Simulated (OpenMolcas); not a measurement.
# A workflow on SnS (SMILES [S][Sn])

We compute the energy (singlet SnS, HF/def2-TZVP), then the energy (singlet SnS, CASSCF(6,6)/def2-TZVP), then the energy (singlet SnS, CASPT2(6,6)/def2-TZVP), then the energy (triplet SnS, CASPT2(6,6)/def2-TZVP) of SSn. 

Program for the calculation: OpenMolcas 26.06.

### 1 The molecule

SnS has 2 atoms, charge 0, and is taken as a singlet. SMILES: `[S][Sn]`. The bond length is the measured one.

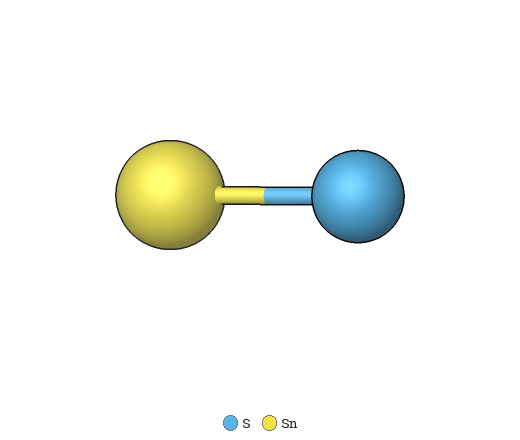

Viewed from a chosen angle; sulfur blue, tin yellow.

### 2 The energy at HF/def2-TZVP (RICD fitting, core potential) (run 1)

geom.xyz

```xyz
2

S      0.000000     0.000000     0.000000
Sn     0.000000     0.000000     2.209026
```

step1.inp

```
* SSn Hartree-Fock

&GATEWAY
  Coord = geom.xyz
  Basis = def2-TZVP
  Group = NoSym
  RICD

&SEWARD

&SCF
  PrOrbitals = 1 1
```

Started as:

```bash
$ export MOLCAS_MEM=1860
$ pymolcas step1.inp > step1.log
```

The program printed:

```text
--- Start Module: gateway ---
[...]
--- Stop Module: gateway /rc=_RC_ALL_IS_WELL_ ---
--- Start Module: seward ---
[...]
      Basis functions           87
--- Stop Module: seward /rc=_RC_ALL_IS_WELL_ ---
[...]
--- Start Module: scf ---
[...]
       Convergence after  12 Iterations
[...]
::    Total SCF energy                               -610.9374256622
[...]
      Total spin, S                                     0.0000000000
[...]
      Total electronic charge=   38.000000
      Total            charge=   -0.000000
[...]
      Dipole Moment (debye):
      Origin of the operator (angstrom)=    0.0000    0.0000    1.7440
                   X=  6.8373E-16               Y= -2.3790E-15               Z=  4.1756E+00           Total=  4.1756E+00
      Quadrupole Moment (debye*angstrom):
[...]
--- Stop Module: scf /rc=_RC_ALL_IS_WELL_ ---
[...]
```

Run time: 4.2 s. Hardware: 1 thread of Arm Neoverse V1, shared host; peak memory 0.083 GiB.

### 3 The energy at CASSCF(6,6)/def2-TZVP (RICD fitting, core potential) (run 2)

geom.xyz is that of step 2.

step2.inp

```
&gateway
  coord=geom.xyz
  basis=def2-TZVP
  group=NoSym
  ricd

&seward

&rasscf
  fileorb=$CurrDir/step1.ScfOrb
  spin=1
  nactel=6 0 0
  inactive=16
  ras2=6
  orblisting=Nothing
  orbappear=Compact
```

Started as:

```bash
$ export MOLCAS_MEM=1860
$ pymolcas step2.inp > step2.log
```

The program printed:

```text
--- Start Module: gateway ---
[...]
--- Stop Module: gateway /rc=_RC_ALL_IS_WELL_ ---
--- Start Module: seward ---
[...]
      Basis functions           87
--- Stop Module: seward /rc=_RC_ALL_IS_WELL_ ---
[...]
--- Start Module: rasscf ---
[...]
      Number of active orbitals                  6
[...]
      Spin quantum number                      0.0
[...]
      Active orbitals                            6
[...]
      Number of CSFs                           175
[...]
      Number of root(s) required                 1
[...]
 ###    WARNING: Large orbital rotation.                                     ###
 ###############################################################################
      Molecular orbital  22 of symmetry 1 MO space 2  weight is    0.345754
[...]
      Convergence after 38 iterations
[...]
      printout of CI-coefficients larger than  0.05 for root  1
      energy=    -611.000132
      conf/sym  111111     Coeff  Weight
             1  222000  -0.97036 0.94160
            13  220020   0.09479 0.00899
            18  2udud0  -0.08297 0.00688
            29  202200   0.09479 0.00899
            46  022002   0.06520 0.00425
            47  2uudd0   0.07239 0.00524
[...]
      Natural orbitals and occupation numbers for root  1
      sym 1:   1.963366   1.957828   1.957828   0.046353   0.046353   0.028272
      ************************************************************************************************************************
      *                                                    Final results                                                     *
[...]
::    RASSCF root number  1 Total energy:   -611.00013183
[...]
      Total electronic charge=   38.000000
      Total            charge=   -0.000000
[...]
      Dipole Moment (debye):
      Origin of the operator (angstrom)=    0.0000    0.0000    1.7440
                   X=  4.0939E-15               Y= -2.1166E-14               Z=  3.1063E+00           Total=  3.1063E+00
      Quadrupole Moment (debye*angstrom):
[...]
--- Stop Module: rasscf /rc=_RC_ALL_IS_WELL_ ---
[...]
```

Wall time 11 s (1 thread of Arm Neoverse V1, shared host); peak memory 0.083 GiB.

Run 3 isn't shown in full; the table further down has it.

### 4 The triplet: a single-point energy at CASPT2(6,6)/def2-TZVP (RICD fitting, core potential, ipea shift 0.25 Eh, pt2 variant SS) (run 4)

step4.inp

```
* SSn CASPT2

&GATEWAY
 Coord
 2
 angstrom
 S        0.000000       0.000000       0.000000
 Sn       0.000000       0.000000       2.209026
 Basis=def2-TZVP
 Group=NoSym
 RICD

&SEWARD

&RASSCF
 FileOrb=$CurrDir/step2.RasOrb
 Spin=3
 Nactel=6 0 0
 Inactive=16
 Ras2=6
 OrbListing=Nothing
 OrbAppear=Compact

&CASPT2
 Imaginary=0.2
```

Started as:

```bash
$ export MOLCAS_MEM=1860
$ pymolcas step4.inp > step4.log
```

The program printed:

```text
--- Start Module: gateway ---
[...]
--- Stop Module: gateway /rc=_RC_ALL_IS_WELL_ ---
[...]
      Basis functions           87
[...]
--- Start Module: rasscf ---
[...]
      Number of active orbitals                  6
[...]
      Spin quantum number                      1.0
[...]
      Active orbitals                            6
[...]
      Number of CSFs                           189
[...]
      Number of root(s) required                 1
[...]
      Convergence after 19 iterations
[...]
      printout of CI-coefficients larger than  0.05 for root  1
      energy=    -610.889863
      conf/sym  111111     Coeff  Weight
             2  22u0u0  -0.69753 0.48655
             4  2u2u00   0.69753 0.48655
             9  u2200u  -0.05826 0.00339
            56  2u0u20   0.05611 0.00315
            73  20u2u0  -0.05611 0.00315
            99  02u0u2   0.05050 0.00255
[...]
      Natural orbitals and occupation numbers for root  1
      sym 1:   1.974284   1.489347   1.489347   0.510501   0.510501   0.026020
      ************************************************************************************************************************
      *                                                    Final results                                                     *
[...]
::    RASSCF root number  1 Total energy:   -610.88986339
[...]
      Total electronic charge=   38.000000
      Total            charge=   -0.000000
[...]
      Dipole Moment (debye):
      Origin of the operator (angstrom)=    0.0000    0.0000    1.7440
                   X=  7.4081E-09               Y=  3.3886E-09               Z= -1.1053E-01           Total=  1.1053E-01
      Quadrupole Moment (debye*angstrom):
[...]
--- Stop Module: rasscf /rc=_RC_ALL_IS_WELL_ ---
[...]
--- Start Module: caspt2 ---
[...]
      E2 (Variational):          -0.4860286143
      Total energy:            -611.3758919994
[...]
      Reference weight:           0.87288
[...]
::    CASPT2 Root  1     Total energy:   -611.37589200
[...]
--- Stop Module: caspt2 /rc=_RC_ALL_IS_WELL_ ---
[...]
```

Run time: 9.6 s. Hardware: 1 thread of Arm Neoverse V1, shared host; peak memory 0.083 GiB.

### 5 All runs side by side

| run | level | active rule | inactive | partner | energy (Eh) | dipole moment (D) of the reference | wall time |
| --- | --- | --- | --- | --- | --- | --- | --- |
| 1 | HF/def2-TZVP (RICD fitting, core potential) | – | – | base | -610.937426 | 4.18 | 4.2 s |
| 2 | CASSCF(6,6)/def2-TZVP (RICD fitting, core potential) | frontier window | 16 | base | -611.000132 | 3.11 | 11 s |
| 3 | CASPT2(6,6)/def2-TZVP (RICD fitting, core potential, ipea shift 0.25 Eh, pt2 variant SS) | frontier window | 16 | base | -611.475740 | 3.11 | 6.3 s |
| 4 | CASPT2(6,6)/def2-TZVP (RICD fitting, core potential, ipea shift 0.25 Eh, pt2 variant SS) | frontier window | 16 | triplet | – | – | 9.6 s |

### 6 Outcome

| quantity | value |
| --- | --- |
| run 3, CASPT2(6,6)/def2-TZVP: total energy | -611.47574 Eh |
| run 3, CASPT2(6,6)/def2-TZVP: dipole moment (CASSCF density) | 3.11 D |

Below the HF energy at the same shape and in the same basis (def2-TZVP): CASSCF(6,6) -62.7 mEh; CASPT2(6,6) -538.3 mEh. Active-space methods hold only the correlation inside their space unless a perturbation or CI step follows. All runs together took 32 s, the longest 11 s. 1 of the 4 runs ended normally but are set aside, since settings or state are in doubt.
